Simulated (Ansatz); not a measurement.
# Ge2S: a trial structure relaxed, part 2 of 2

Where does Ge2S go from the start given, Cu2Sb type (P4/nmm, No. 129)?

Ansatz 0.2.0; DFT r2SCAN, scalar-relativistic, plane waves, PAW.

## Step 4: Rough relaxation on the coarse mesh

The input, input.yaml:

```yaml
crystal:
  lattice:
    - [3.7283890456, 0.0, 0.0]
    - [0.0, 3.7283890456, 0.0]
    - [0.0, 0.0, 8.9677123214]
  atoms:
    - { symbol: Ge, position: [0.0, 0.0, 0.0] }
    - { symbol: Ge, position: [0.5, 0.5, 0.0] }
    - { symbol: Ge, position: [0.0, 0.5, 0.3528456835] }
    - { symbol: Ge, position: [0.5, 0.0, 0.6471543165] }
    - { symbol: S, position: [0.0, 0.5, 0.6241333624] }
    - { symbol: S, position: [0.5, 0.0, 0.3758666376] }
basis:
  ecutwfc: 500
kpoints:
  mp_grid: { grid: [6, 6, 2] }
hamiltonian:
  xc: r2scan
scf:
  occupations: { method: gaussian, width: 0.1 }
  lower_state_search: "off"
output:
  forces: true
  stress: true
  eigenvalues: true
relax:
  adjacent_minimum: "off"
  f_tol: 0.04
  max_steps: 70
  cell: { stress_tol: 0.4 }
```

Run with:

```
$ ansatz run input.yaml --threads 1 --pin off --max-ram 2560MiB --backend cpu --events-out ev --progress --plain --runs-dir out
```

Log (excerpt; [...] marks lines left out):

```text
Warning: RAYON_NUM_THREADS=1 ignored (pool sized by the plan → 1); use --threads N
[...]
Pseudopotentials: kind: paw
Pseudopotential: Ge, paw, valence charge 14, recommended cutoff 500 eV (meta_gga), Ge.paw.azcp
Pseudopotential: S, paw, valence charge 6, recommended cutoff 500 eV (meta_gga), S.paw.azcp
Functional definition: r2SCAN
[...]
Crystal: 6 atoms, lattice volume = 124.659 Å³
Basis set: ecut = 500 eV, 3153 PW (Γ), exchange–correlation on 120×120×288 points (64 copies of the dense FFT grid, shifted against one another)
Bands: 41, of which v1, the nominal top of the filled ones, is band 34 counted from 1 (33 counted from 0)
Symmetry: 16 space group operations
Space group: P4/nmm (ITA 129), of the structure as read, at distance tolerance 5.0e-5 Å
k-points: 20 of 72
[...]
        0.000000       0.039763       0.000000
        0.000000       0.000000      -0.055923
  P = ⅓ Tr σ = 0.0079 GPa (0.079 kbar)
--- Band table (eV; the first three rows and the last of 20) ---
[...]
--- Relaxed structure (3 steps of the walk, 3 accepted, 1 SCFs on fresh bases) ---
  F+E_penalty+E_count = -19022.22205293 eV   max|allowed force component| = 4.143e-3 eV/Å   (the final SCF, on the basis selected at the relaxed cell)
  cell:  # Å, volume = 127.2881 Å³
    - [3.738832465184727, -1.4374309912952574e-34, 0.0]
    - [-1.4374309912952574e-34, 3.738832465184727, 0.0]
    - [0.0, 0.0, 9.105752236080324]
  atoms:
    - { symbol: Ge, position: [-7.062319177633419e-36, -4.035610958647668e-37, 3.224017106787961e-20] }
    - { symbol: Ge, position: [0.5, 0.5, 3.224017106787961e-20] }
    - { symbol: Ge, position: [-1.4124638355266825e-36, 0.5, 0.35707625504237894] }
    - { symbol: Ge, position: [0.5, -1.2106832875942977e-36, 0.6429237449576211] }
    - { symbol: S, position: [1.634422438252306e-35, 0.5, 0.622540647545464] }
    - { symbol: S, position: [0.5, -2.0178054793238313e-36, 0.3774593524545359] }
```

Wall time 1.8 min (1 thread of AMD EPYC 7R43 (Zen 3), shared host); peak memory 0.76 GiB.

Step by step:

```csv
step,energy from step 1 (eV/cell),largest force component (eV/Å),pressure (GPa),volume (Å³)
1,0.0000,0.0726,0.43,124.66
2,-0.0044,0.0445,-0.18,127.66
3,-0.0050,0.0041,0.00,127.29
4,-0.0057,0.0041,0.01,127.29
```

Step 1 is the start. Step 4 repeats the geometry before it on a plane-wave basis chosen anew for that cell, so its energy need not be comparable with the rows above.

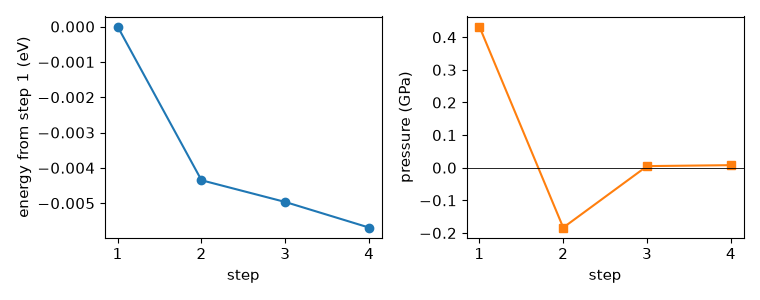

Energy and pressure along the relaxation.

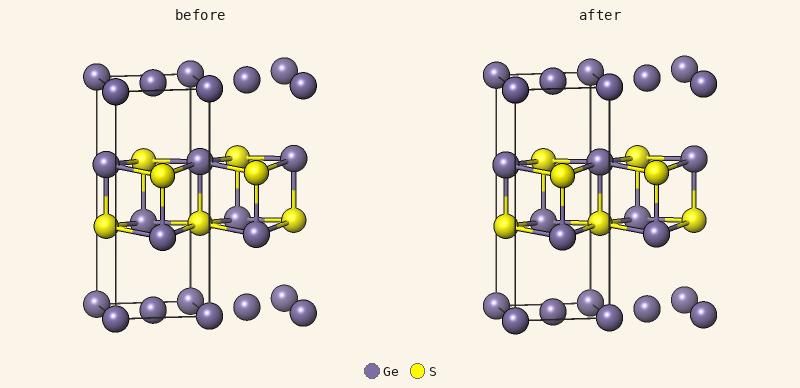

Before and after, at one scale.

|  | before | after | change |
| --- | --- | --- | --- |
| a (Å) | 3.728 | 3.739 | +0.3 % |
| b (Å) | 3.728 | 3.739 | +0.3 % |
| c (Å) | 8.968 | 9.106 | +1.5 % |
| volume (Å³/atom) | 20.78 | 21.21 | +2.1 % |
| shortest distance (Å) | 2.433 | 2.417 | -0.6 % |
| space group (0.01 Å) | P4/nmm | P4/nmm | same |

The run keeps the 16 symmetry operations of the start, so it could not have lowered the symmetry.

## Step 5: Relaxing cell and atoms

The input, input.yaml:

```yaml
crystal:
  lattice:
    - [3.7388324652, 0.0, 0.0]
    - [0.0, 3.7388324652, 0.0]
    - [0.0, 0.0, 9.1057522361]
  atoms:
    - { symbol: Ge, position: [0.0, 0.0, 0.0] }
    - { symbol: Ge, position: [0.5, 0.5, 0.0] }
    - { symbol: Ge, position: [0.0, 0.5, 0.357076255] }
    - { symbol: Ge, position: [0.5, 0.0, 0.642923745] }
    - { symbol: S, position: [0.0, 0.5, 0.6225406475] }
    - { symbol: S, position: [0.5, 0.0, 0.3774593525] }
basis:
  ecutwfc: 500
kpoints:
  mp_grid: { grid: [10, 10, 4] }
hamiltonian:
  xc: r2scan
scf:
  occupations: { method: gaussian, width: 0.1 }
output:
  forces: true
  stress: true
  eigenvalues: true
relax:
  adjacent_minimum: "off"
  f_tol: 0.01
  max_steps: 80
  cell: { stress_tol: 0.05 }
```

Run with:

```
$ ansatz run input.yaml --threads 1 --pin off --max-ram 2560MiB --backend cpu --events-out ev --progress --plain --runs-dir out
```

Log (excerpt; [...] marks lines left out):

```text
Warning: RAYON_NUM_THREADS=1 ignored (pool sized by the plan → 1); use --threads N
[...]
[... 4 set-up lines as earlier in the session ...]
[...]
Crystal: 6 atoms, lattice volume = 127.288 Å³
Basis set: ecut = 500 eV, 3249 PW (Γ), exchange–correlation on 120×120×288 points (64 copies of the dense FFT grid, shifted against one another)
Bands: 41, of which v1, the nominal top of the filled ones, is band 34 counted from 1 (33 counted from 0)
[... 2 set-up lines as earlier in the session ...]
k-points: 63 of 400
[...]
--- Relaxed structure (3 steps of the walk, 3 accepted, 1 SCFs on fresh bases) ---
  F+E_penalty+E_count = -19022.21847614 eV   max|allowed force component| = 6.664e-3 eV/Å   (the final SCF, on the basis selected at the relaxed cell)
  cell:  # Å, volume = 127.0930 Å³
    - [3.7504246140811115, 2.5050626569926662e-34, 2.004050125594133e-33]
    - [2.5050626569926662e-34, 3.7504246140811115, 2.8629287508487617e-34]
    - [4.967927309849957e-33, 6.97252955768415e-34, 9.035678903591055]
  atoms:
    - { symbol: Ge, position: [3.072834018141047e-33, -5.3657847578791025e-36, 1.5875710860177015e-20] }
    - { symbol: Ge, position: [0.5000000000000001, 0.5000000000000001, 1.5875710860177018e-20] }
    - { symbol: Ge, position: [-1.5120949128476997e-33, 0.5000000000000001, 0.3567725326806653] }
    - { symbol: Ge, position: [0.5000000000000001, 1.8780246652576876e-35, 0.643227467319335] }
    - { symbol: S, position: [-1.656971101310435e-33, 0.5000000000000001, 0.6241073392477768] }
    - { symbol: S, position: [0.5000000000000001, -3.756049330515362e-36, 0.3758926607522232] }
```

Wall time 5.4 min (1 thread of AMD EPYC 7R43 (Zen 3), shared host); peak memory 0.89 GiB.

Step by step:

```csv
step,energy from step 1 (eV/cell),largest force component (eV/Å),pressure (GPa),volume (Å³)
1,0.0000,0.0170,0.27,127.29
2,-0.0024,0.0253,-0.03,127.03
3,-0.0025,0.0067,-0.01,127.09
4,-0.0024,0.0067,-0.01,127.09
```

Step 1 is the start. Step 4 repeats the geometry before it on a plane-wave basis chosen anew for that cell, so its energy need not be comparable with the rows above.

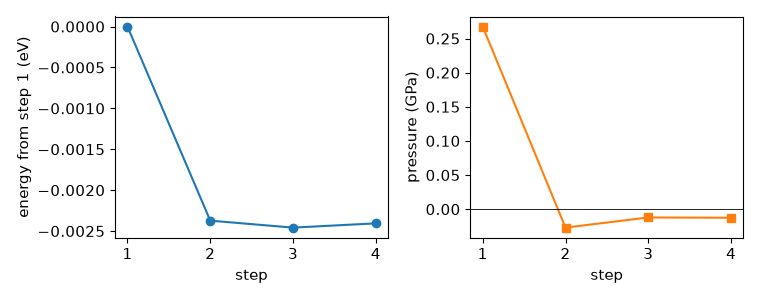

Energy and pressure along the relaxation.

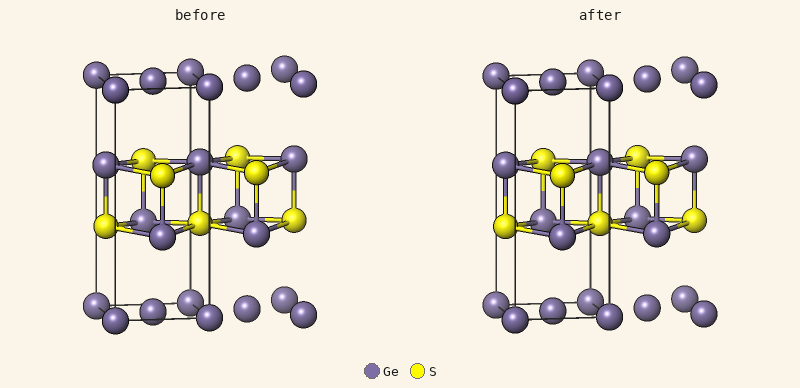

Before and after, at one scale. The change is too small to see at this scale.

|  | before | after | change |
| --- | --- | --- | --- |
| a (Å) | 3.739 | 3.750 | +0.3 % |
| b (Å) | 3.739 | 3.750 | +0.3 % |
| c (Å) | 9.106 | 9.036 | -0.8 % |
| volume (Å³/atom) | 21.21 | 21.18 | -0.2 % |
| shortest distance (Å) | 2.417 | 2.416 | -0.1 % |
| space group (0.01 Å) | P4/nmm | P4/nmm | same |

The run keeps the 16 symmetry operations of the start, so it could not have lowered the symmetry.

## Step 6: Results

This closing draws on all 2 parts. Changes of volume or cell count from the first structure of part 1.

Formation energies count from the elements, computed with the same settings in runs not shown here.

```
                          quantity                                                                      value
                              cell  a = 3.750 Å, b = 3.750 Å, c = 9.036 Å, α = 90.00°, β = 90.00°, γ = 90.00°
                       space group                                                           P4/nmm (No. 129)
                            volume                                                              21.18 Å³/atom
                   gap on the mesh                                                               none (metal)
formation energy from the elements                                                             +0.173 eV/atom
```

In words: The space group stayed P4/nmm, and from the first guess the volume went from 17.43 to 21.18 Å³/atom. The formation energy of +0.17 eV/atom is positive, so the elements lie lower than this structure; another structure of the compound can lie lower. Layers here are held mostly by dispersion, which this level lacks, so their spacing and the stiffness across them are unreliable there.
